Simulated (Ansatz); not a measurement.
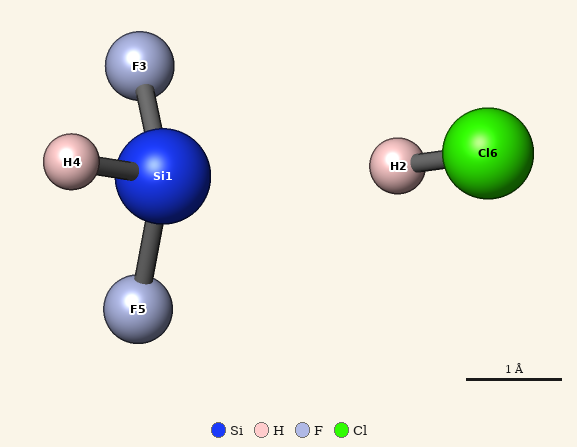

**Figure 1.** The starting structure (ball-and-stick view, seen at a tilt; atoms are numbered from 1 in the order of the input).

**Geometry relaxation, with input and output: SiH$_{2}$ClF$_{2}$ (part 1 of 2)**

- system: SiH$_{2}$ClF$_{2}$, multiplicity 2
- method: UHF/def2-SVP (Ansatz 0.2.0)

It belongs to a series of runs on one base structure; here: end point B relaxed. Figures and captions count atoms from 1; the log counts them from 0 in places.

Log:
```
The last accepted step is kept in [file] (removed where the run ends without a failure and the disk answers)
Engine: ansatz 0.2.0, x86_64-unknown-linux-gnu
Functional definition: HF
  exchange = exact_x
  correlation = 0
723 factors; integrals over basis functions are off by at most 3.2e-4 eV
mean field evaluation 1: about -25797.3333 eV, gradient 2.5e1 eV
mean field evaluation 2: about -25797.3511 eV, gradient 2.5e1 eV
mean field evaluation 4: about -25800.1533 eV, gradient 2.2e0 eV
mean field evaluation 8: about -25800.2193 eV, gradient 1.7e-3 eV
mean field -25800.21927217 eV, -948.1405702355 hartree, gradient 6.2e-5 eV, S^2 0.754167; 0 other end points of the search recorded, 0 dependent functions left out
the calculation of the forces begins
reference -25800.21927217 eV, -948.1405702355 hartree; 26, 25 occupied and 48, 49 virtual orbitals, 723 factors
relax step   1: F+E_penalty+E_count = -25800.21927217 eV  Δ(F+E_penalty+E_count) = +0.000e0 eV  max|allowed force component| = 1.548e0 eV/Å  Δτ_max = 0.0000 Å  (40 SCF iters, accepted)
these checks for a lower state are left out or cut short: starts, cluster_reference, orbital_swaps, neighbouring_geometries, increment
723 factors; integrals over basis functions are off by at most 3.2e-4 eV
mean field evaluation 16: about -25800.2930 eV, gradient 1.8e-3 eV
mean field -25800.29304265 eV, -948.1432812506 hartree, gradient 3.0e-5 eV, S^2 0.753410; 0 other end points of the search recorded, 0 dependent functions left out
[... from here on the field's lines of each further geometry are left out, up to the last ...]
relax step   2: F+E_penalty+E_count = -25800.29304265 eV  Δ(F+E_penalty+E_count) = -7.377e-2 eV  max|allowed force component| = 7.422e-1 eV/Å  Δτ_max = 0.1948 Å  (39 SCF iters, accepted)
relax step   3: F+E_penalty+E_count = -25800.32297175 eV  Δ(F+E_penalty+E_count) = -2.993e-2 eV  max|allowed force component| = 1.762e-1 eV/Å  Δτ_max = 0.1904 Å  (38 SCF iters, accepted)
relax step   4: F+E_penalty+E_count = -25800.33016300 eV  Δ(F+E_penalty+E_count) = -7.191e-3 eV  max|allowed force component| = 1.030e-1 eV/Å  Δτ_max = 0.1060 Å  (37 SCF iters, accepted)
relax step   5: F+E_penalty+E_count = -25800.33785987 eV  Δ(F+E_penalty+E_count) = -7.697e-3 eV  max|allowed force component| = 5.072e-2 eV/Å  Δτ_max = 0.1613 Å  (35 SCF iters, accepted)
relax step   6: F+E_penalty+E_count = -25800.32375520 eV  Δ(F+E_penalty+E_count) = +1.410e-2 eV  max|allowed force component| = 8.233e-1 eV/Å  Δτ_max = 0.1967 Å  (36 SCF iters, rejected (line search))
relax step   7: F+E_penalty+E_count = -25800.34283327 eV  Δ(F+E_penalty+E_count) = -4.973e-3 eV  max|allowed force component| = 6.924e-2 eV/Å  Δτ_max = 0.0983 Å  (36 SCF iters, accepted)
relax step   8: F+E_penalty+E_count = -25800.34426076 eV  Δ(F+E_penalty+E_count) = -1.427e-3 eV  max|allowed force component| = 3.750e-1 eV/Å  Δτ_max = 0.0975 Å  (35 SCF iters, accepted)
relax step   9: F+E_penalty+E_count = -25800.35739661 eV  Δ(F+E_penalty+E_count) = -1.314e-2 eV  max|allowed force component| = 1.344e-1 eV/Å  Δτ_max = 0.1500 Å  (35 SCF iters, accepted)
relax step  10: F+E_penalty+E_count = -25800.36674972 eV  Δ(F+E_penalty+E_count) = -9.353e-3 eV  max|allowed force component| = 2.442e-1 eV/Å  Δτ_max = 0.2000 Å  (35 SCF iters, accepted)
relax step  11: F+E_penalty+E_count = -25800.36976232 eV  Δ(F+E_penalty+E_count) = -3.013e-3 eV  max|allowed force component| = 1.400e-1 eV/Å  Δτ_max = 0.0443 Å  (38 SCF iters, accepted)
relax step  12: F+E_penalty+E_count = -25800.37183069 eV  Δ(F+E_penalty+E_count) = -2.068e-3 eV  max|allowed force component| = 2.776e-1 eV/Å  Δτ_max = 0.0822 Å  (36 SCF iters, accepted)
relax step  13: F+E_penalty+E_count = -25800.37203513 eV  Δ(F+E_penalty+E_count) = -2.044e-4 eV  max|allowed force component| = 3.346e-1 eV/Å  Δτ_max = 0.0188 Å  (36 SCF iters, accepted)
relax step  14: F+E_penalty+E_count = -25800.37237078 eV  Δ(F+E_penalty+E_count) = -3.357e-4 eV  max|allowed force component| = 3.810e-1 eV/Å  Δτ_max = 0.0192 Å  (38 SCF iters, accepted)
relax step  15: F+E_penalty+E_count = -25800.31471681 eV  Δ(F+E_penalty+E_count) = +5.765e-2 eV  max|allowed force component| = 1.637e0 eV/Å  Δτ_max = 0.1987 Å  (35 SCF iters, rejected (line search))
relax step  16: F+E_penalty+E_count = -25800.37778795 eV  Δ(F+E_penalty+E_count) = -5.417e-3 eV  max|allowed force component| = 1.447e-1 eV/Å  Δτ_max = 0.0773 Å  (36 SCF iters, accepted)
relax step  17: F+E_penalty+E_count = -25800.37957316 eV  Δ(F+E_penalty+E_count) = -1.785e-3 eV  max|allowed force component| = 1.351e-1 eV/Å  Δτ_max = 0.0467 Å  (37 SCF iters, accepted)
relax step  18: F+E_penalty+E_count = -25800.37845074 eV  Δ(F+E_penalty+E_count) = +1.122e-3 eV  max|allowed force component| = 3.921e-1 eV/Å  Δτ_max = 0.1173 Å  (36 SCF iters, rejected (line search))
relax step  19: F+E_penalty+E_count = -25800.38130262 eV  Δ(F+E_penalty+E_count) = -1.729e-3 eV  max|allowed force component| = 8.798e-2 eV/Å  Δτ_max = 0.0419 Å  (37 SCF iters, accepted)
relax step  20: F+E_penalty+E_count = -25800.38205380 eV  Δ(F+E_penalty+E_count) = -7.512e-4 eV  max|allowed force component| = 2.514e-1 eV/Å  Δτ_max = 0.0731 Å  (36 SCF iters, accepted)
relax step  21: F+E_penalty+E_count = -25800.38434221 eV  Δ(F+E_penalty+E_count) = -2.288e-3 eV  max|allowed force component| = 6.329e-2 eV/Å  Δτ_max = 0.0508 Å  (37 SCF iters, accepted)
relax step  22: F+E_penalty+E_count = -25800.38628926 eV  Δ(F+E_penalty+E_count) = -1.947e-3 eV  max|allowed force component| = 1.610e-1 eV/Å  Δτ_max = 0.1647 Å  (36 SCF iters, accepted)
relax step  23: F+E_penalty+E_count = -25800.38773451 eV  Δ(F+E_penalty+E_count) = -1.445e-3 eV  max|allowed force component| = 1.375e-1 eV/Å  Δτ_max = 0.0742 Å  (38 SCF iters, accepted)
relax step  24: F+E_penalty+E_count = -25800.38882547 eV  Δ(F+E_penalty+E_count) = -1.091e-3 eV  max|allowed force component| = 8.787e-2 eV/Å  Δτ_max = 0.0788 Å  (35 SCF iters, accepted)
relax step  25: F+E_penalty+E_count = -25800.38865354 eV  Δ(F+E_penalty+E_count) = +1.719e-4 eV  max|allowed force component| = 1.547e-1 eV/Å  Δτ_max = 0.0678 Å  (35 SCF iters, rejected (line search))
relax step  26: F+E_penalty+E_count = -25800.38955288 eV  Δ(F+E_penalty+E_count) = -7.274e-4 eV  max|allowed force component| = 1.069e-2 eV/Å  Δτ_max = 0.0270 Å  (38 SCF iters, accepted)
the calculation of the forces begins
reference -25800.38963601 eV, -948.1468309913 hartree; 26, 25 occupied and 48, 49 virtual orbitals, 725 factors
relax step  27: F+E_penalty+E_count = -25800.38963601 eV  Δ(F+E_penalty+E_count) = -8.314e-5 eV  max|allowed force component| = 1.705e-2 eV/Å  Δτ_max = 0.0377 Å  (36 SCF iters, accepted)
```

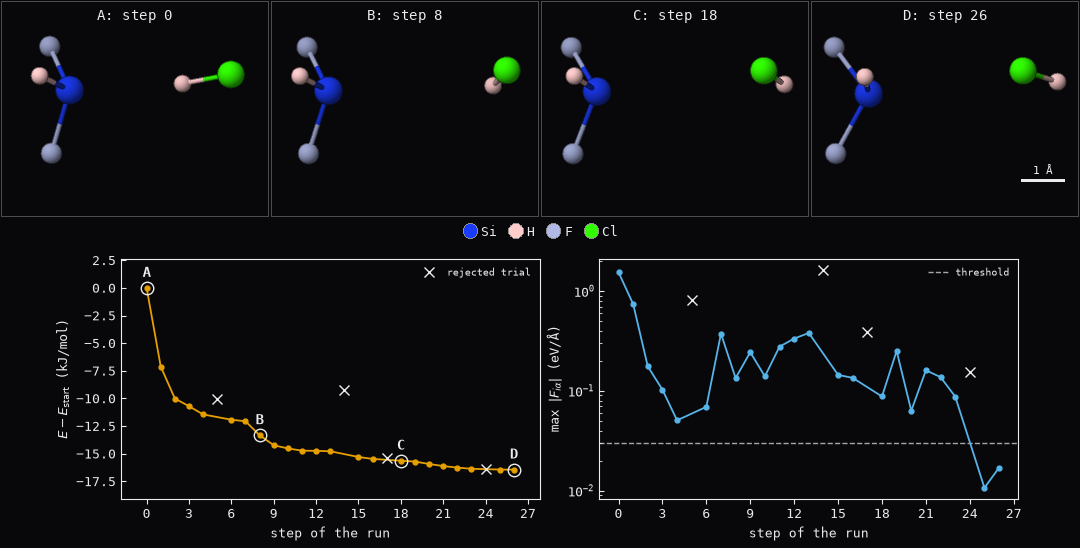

**Figure 2.** Frames of the relaxation (ball-and-stick view, seen at a tilt) above the curves, on which the letters mark them (the first geometry is step 0 here and step 1 in the log).

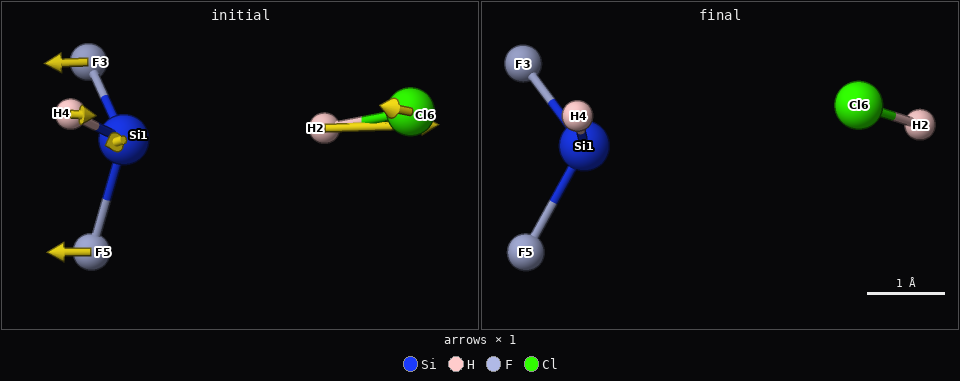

**Figure 3.** Before (left) and after (right) the relaxation, at one scale (ball-and-stick view, seen at a tilt). The yellow arrows give the displacements, at true length. The energy falls by 16.4 kJ/mol in 26 geometry steps. The largest force component goes from 1.5 to 0.017 eV/Å. The line search rejected the trial steps at points 5, 14, 17, 24 (counted from 0) and went back. The largest move after the best rigid fit is that of H2, 1.52 Å. Largest moves by element: H 1.52 Å, F 0.60 Å, Cl 0.56 Å, Si 0.38 Å. Among the contacts that change: H2–Cl6 1.322 → 1.273 Å, Si1–F3 1.597 → 1.604 Å. (Atoms are counted from 1 in the order of the input.)

```
725 factors; integrals over basis functions are off by at most 3.5e-4 eV
mean field -25800.38963601 eV, -948.1468309913 hartree, gradient 3.0e-5 eV, S^2 0.753391; 1 other end points of the search recorded, 0 dependent functions left out
the calculation of the forces begins
reference -25800.38963601 eV, -948.1468309913 hartree; 26, 25 occupied and 48, 49 virtual orbitals, 725 factors
Total energy: -25800.38963601 eV, -948.1468309913 hartree
Atom 0 at     0.116617    -0.201660    -0.553636 Å, force    -0.002706     0.004378    -0.012523 eV/Å
Atom 1 at     0.270696    -0.482521     3.905503 Å, force    -0.009634     0.016992    -0.008368 eV/Å
Atom 2 at     1.403827     0.137932    -1.448580 Å, force    -0.000273     0.001657     0.006244 eV/Å
Atom 3 at    -0.603656     1.055187    -0.275693 Å, force     0.004105    -0.007132    -0.000801 eV/Å
Atom 4 at    -0.823898    -1.137131    -1.455585 Å, force    -0.001197     0.001157     0.006234 eV/Å
Atom 5 at    -0.300788     0.522193     3.372791 Å, force     0.009706    -0.017052     0.009214 eV/Å
Dipole moment:     0.064734    -0.116821     0.587511 e Å
```

Trajectory as extended XYZ (Å, eV, eV/Å), 16 of the 27 frames kept, from step=1 to step=27:
```
6
Properties=species:S:1:pos:R:3:forces:R:3 step=1 energy=-25800.21927
Si    0.0183   -0.0310   -0.2349   -0.0775   0.1219  -0.1688
H     0.0938   -0.1794    2.4269   -0.2064   0.3929   1.5475
F     1.4901    0.0024   -0.8533    0.0470  -0.0423  -0.0385
H    -0.6924    1.2026   -0.6196    0.0125  -0.0222   0.0364
F    -0.7468   -1.2876   -0.8564    0.0163  -0.0556  -0.0374
Cl   -0.1002    0.1870    3.6821    0.2081  -0.3947  -1.3392
6
Properties=species:S:1:pos:R:3:forces:R:3 step=3 energy=-25800.32297
Si    0.0165   -0.0293   -0.4038   -0.0059   0.0098   0.1762
H     0.1252   -0.2362    2.8059    0.0180  -0.0326   0.0122
F     1.4892    0.0017   -1.0239    0.0153  -0.0064  -0.0754
H    -0.6957    1.2080   -0.7602   -0.0114   0.0201  -0.0692
F    -0.7456   -1.2866   -1.0308   -0.0021  -0.0163  -0.0758
Cl   -0.1267    0.2365    3.9577   -0.0140   0.0254   0.0320
6
Properties=species:S:1:pos:R:3:forces:R:3 step=4 energy=-25800.33016
Si    0.0160   -0.0270   -0.4375   -0.0037   0.0067   0.1030
H     0.1461   -0.2735    2.9029    0.0247  -0.0449  -0.0194
F     1.4862    0.0040   -1.0663    0.0042  -0.0063  -0.0435
H    -0.6962    1.2096   -0.8003   -0.0078   0.0138  -0.0412
F    -0.7462   -1.2828   -1.0701    0.0032  -0.0069  -0.0440
Cl   -0.1432    0.2637    4.0162   -0.0206   0.0376   0.0451
6
Properties=species:S:1:pos:R:3:forces:R:3 step=6 energy=-25800.32376 accepted=F
Si    0.0108   -0.0206   -0.5098    0.0187  -0.0369  -0.0062
H     0.2490   -0.4573    3.1913   -0.4197   0.7711   0.8226
F     1.4742    0.0150   -1.1594    0.0017   0.0124   0.0072
H    -0.7013    1.2190   -0.8639   -0.0149   0.0264  -0.0087
F    -0.7499   -1.2656   -1.1703   -0.0103   0.0069   0.0084
Cl   -0.2199    0.4036    4.0569    0.4246  -0.7799  -0.8233
```
